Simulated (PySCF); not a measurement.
## Two runs on C₄H₇P₂Si

System: C₄H₇P₂Si, charge −1.
Method of run A: GIAO PBE0/pcSseg-1 NMR shielding, non-relativistic, IEF-PCM chloroform (PySCF 2.14.0).

The geometry comes from this level: PBE0-D3(BJ)/def2-SVP. Text and figures count atoms from 1; the logs count them from 0 in places.

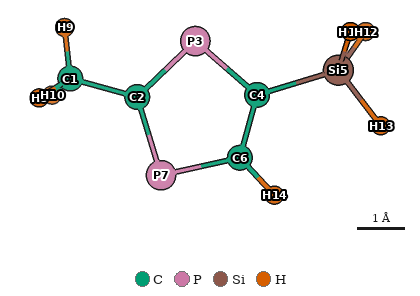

**Figure 1.** The input geometry (ball-and-stick view, seen at a tilt; atoms are numbered from 1 in the order of the input).

Input file, run A:
```
{"job": {"kind": "nmr", "xc": "PBE0", "basis": "pcSseg-1", "solvent": "chloroform", "pop": false}, "charge": -1, "multiplicity": 1}
C      3.319229     0.142380     0.571168
C      1.860984    -0.231725     0.504864
P      0.625297     0.983027     0.333953
C     -0.734755    -0.148488     0.335506
Si    -2.483503     0.406890     0.195023
C     -0.386520    -1.500171     0.463134
P      1.312807    -1.898665     0.599083
H      3.912446    -0.346592    -0.222716
H      3.460827     1.230901     0.460132
H      3.782551    -0.149379     1.531349
H     -2.827440     1.149573    -1.073174
H     -2.957698     1.331952     1.289550
H     -3.425457    -0.769517     0.234063
H     -1.150155    -2.289811     0.476504
```

The first line tells a small driver script what to run in PySCF; the rest is the geometry in Å.

Launched with:
```bash
OMP_NUM_THREADS=1 python <driver script> task.json out
```

Hardware: 1 CPU thread, shared host.

Output (run A):
```
coarse grid: 13560 points
cycle   1  E = -1128.1976147476  dE =  6.211e-01  |g| = 4.714e-01  |ddm| = 3.850e+00
cycle   2  E = -1128.1363229141  dE =  6.129e-02  |g| = 6.715e-01  |ddm| = 1.557e+00
cycle   3  E = -1128.2652813267  dE = -1.290e-01  |g| = 8.177e-02  |ddm| = 9.226e-01
cycle   4  E = -1128.2669607518  dE = -1.679e-03  |g| = 2.833e-02  |ddm| = 1.272e-01
cycle   5  E = -1128.2671414051  dE = -1.807e-04  |g| = 3.638e-03  |ddm| = 2.944e-02
cycle   6  E = -1128.2671443123  dE = -2.907e-06  |g| = 2.413e-03  |ddm| = 8.363e-03
final grid: 118216 points
cycle   7  E = -1128.3100439649  dE = -1.272e-05  |g| = 9.356e-03  |ddm| = 2.656e-02
cycle   8  E = -1128.3100119399  dE =  3.202e-05  |g| = 1.422e-02  |ddm| = 2.419e-02
cycle   9  E = -1128.3100671622  dE = -5.522e-05  |g| = 1.625e-03  |ddm| = 1.608e-02
cycle  10  E = -1128.3100678759  dE = -7.137e-07  |g| = 3.079e-04  |ddm| = 1.977e-03
cycle  11  E = -1128.3100678957  dE = -1.977e-08  |g| = 1.731e-04  |ddm| = 4.802e-04
cycle  12  E = -1128.3100679036  dE = -7.889e-09  |g| = 1.727e-05  |ddm| = 1.681e-04
cycle  13  E = -1128.3100679037  dE = -9.300e-11  |g| = 5.735e-06  |ddm| = 3.509e-05
converged SCF energy = -1128.3100679037

GIAO shielding tensors (ppm)
atom      isotropic    diamagn.    paramagn.     s11        s22        s33       span
  0 C      163.484     241.906     -78.421    146.965    158.376    185.112     38.147
  1 C      -14.807     269.855    -284.662   -188.239      0.649    143.169    331.408
  2 P      110.436     971.509    -861.072    -57.121     74.626    313.804    370.925
  3 C       48.731     263.209    -214.478    -48.560     39.124    155.629    204.188
  4 Si     427.962     879.884    -451.921    373.296    424.276    486.315    113.019
  5 C       18.342     257.718    -239.376   -105.905     38.425    122.505    228.410
  6 P      134.504     970.612    -836.108    -45.598     98.021    351.088    396.686
  7 H       28.181      27.480       0.701     23.147     26.965     34.431     11.284
  8 H       28.424      28.688      -0.264     22.970     28.758     33.544     10.574
  9 H       28.194      27.010       1.184     23.318     26.739     34.524     11.206
 10 H       26.509      28.663      -2.154     22.855     24.872     31.801      8.946
 11 H       26.510      28.478      -1.968     22.832     24.893     31.806      8.974
 12 H       26.760      29.019      -2.259     23.098     25.891     31.290      8.193
 13 H       22.889      32.505      -9.616     20.713     21.886     26.069      5.356
```

The input of run B differs as follows (lines with − go, lines with + come):
```diff
-"solvent": "chloroform"
-"pop": false
+"solvent": "benzene"
+"pop": true
```

Predict how the results change.

The total energy of run B is 11.4 kcal/mol higher: the change of the electrostatic solvation energy at this fixed geometry, without cavity or dispersion terms. The HOMO goes from −4.44 to −3.46 eV. The LUMO goes from 0.76 to 1.71 eV. Of all shieldings, the largest change is that of P3, by −3.9 ppm. The number of SCF iterations is the same.

Output (run B):
```
coarse grid: 13560 points
cycle   1  E = -1128.1762994576  dE =  6.422e-01  |g| = 4.805e-01  |ddm| = 3.851e+00
cycle   2  E = -1128.1055129469  dE =  7.079e-02  |g| = 7.020e-01  |ddm| = 1.669e+00
cycle   3  E = -1128.2468335760  dE = -1.413e-01  |g| = 8.615e-02  |ddm| = 1.010e+00
cycle   4  E = -1128.2487026325  dE = -1.869e-03  |g| = 2.952e-02  |ddm| = 1.351e-01
cycle   5  E = -1128.2489029214  dE = -2.003e-04  |g| = 3.575e-03  |ddm| = 3.172e-02
cycle   6  E = -1128.2489057695  dE = -2.848e-06  |g| = 2.349e-03  |ddm| = 8.404e-03
final grid: 118216 points
cycle   7  E = -1128.2918153514  dE = -1.134e-05  |g| = 9.692e-03  |ddm| = 2.698e-02
cycle   8  E = -1128.2917753024  dE =  4.005e-05  |g| = 1.558e-02  |ddm| = 2.429e-02
cycle   9  E = -1128.2918397200  dE = -6.442e-05  |g| = 1.926e-03  |ddm| = 1.621e-02
cycle  10  E = -1128.2918406807  dE = -9.607e-07  |g| = 3.770e-04  |ddm| = 2.151e-03
cycle  11  E = -1128.2918407164  dE = -3.573e-08  |g| = 1.708e-04  |ddm| = 6.479e-04
cycle  12  E = -1128.2918407243  dE = -7.940e-09  |g| = 1.957e-05  |ddm| = 1.903e-04
cycle  13  E = -1128.2918407245  dE = -1.157e-10  |g| = 6.063e-06  |ddm| = 3.956e-05
converged SCF energy = -1128.2918407245

GIAO shielding tensors (ppm)
atom      isotropic    diamagn.    paramagn.     s11        s22        s33       span
  0 C      163.189     241.956     -78.767    147.184    157.480    184.902     37.718
  1 C      -12.703     269.745    -282.448   -186.898      5.381    143.407    330.305
  2 P      106.525     971.411    -864.886    -63.741     70.307    313.010    376.751
  3 C       50.524     262.940    -212.416    -47.580     43.878    155.276    202.856
  4 Si     428.147     879.912    -451.765    372.269    425.012    487.160    114.890
  5 C       18.656     257.512    -238.856   -106.350     40.746    121.572    227.922
  6 P      131.311     970.495    -839.184    -50.636     93.789    350.780    401.416
  7 H       28.231      27.673       0.558     23.206     27.046     34.441     11.235
  8 H       28.495      28.872      -0.377     23.099     28.847     33.539     10.440
  9 H       28.241      27.183       1.058     23.373     26.816     34.534     11.162
 10 H       26.514      28.775      -2.262     22.861     24.870     31.810      8.948
 11 H       26.514      28.583      -2.069     22.837     24.891     31.814      8.977
 12 H       26.815      29.167      -2.352     23.217     25.925     31.303      8.086
 13 H       22.977      32.591      -9.614     20.856     21.939     26.137      5.281
```

The two runs side by side:

| quantity | run A | run B |
| --- | --- | --- |
| outcome | converged | converged |
| total energy (hartree) | −1128.310068 | −1128.291841 |
| HOMO (eV) | −4.44 | −3.46 |
| LUMO (eV) | 0.76 | 1.71 |
| shielding of C1 (ppm) | 163.5 | 163.2 |
| shielding of C2 (ppm) | −14.8 | −12.7 |
| shielding of P3 (ppm) | 110.4 | 106.5 |
| shielding of C4 (ppm) | 48.7 | 50.5 |
| shielding of Si5 (ppm) | 428.0 | 428.1 |
| shielding of C6 (ppm) | 18.3 | 18.7 |
| shielding of P7 (ppm) | 134.5 | 131.3 |
| SCF iterations | 13 | 13 |
| basis functions | 175 | 175 |
| wall time (shared host) | 21 s | 23 s |
